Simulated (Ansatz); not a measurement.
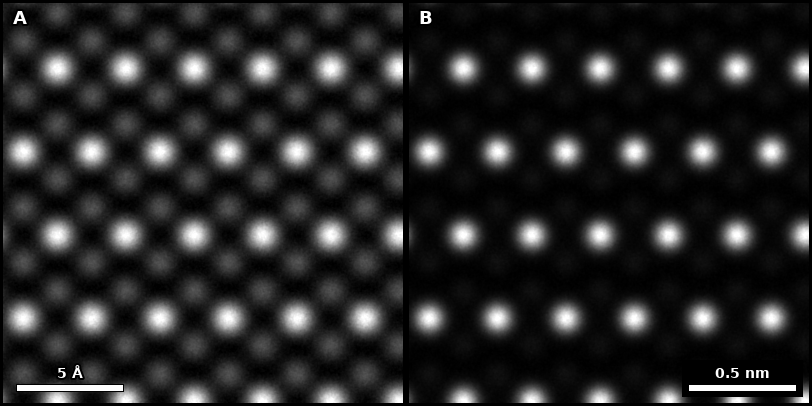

Two simulated images of the same area of Si$_{2}$W (I4/mmm, No. 139) along [100], with a probe of 1.02 Å. One is incoherent Z contrast (Z^1.7 per atom), the other the projected potential of neutral atoms blurred by the probe (iDPC-like, thin sample). Brightness is counted from the darkest point of the image. Shot noise was added. Model: coordinates from a relaxation with Ansatz, DFT PBE, scalar-relativistic, plane waves, PAW.

Q: Which panel is which, and how can one tell?

B is the Z-contrast image and A the potential image. The columns of 1 Si per repeat reach about 5 % of the brightest peak (1 W) in B but about 30 % in A, mainly since the potential grows much more slowly with atomic number. The Si columns show clearly in A alone.
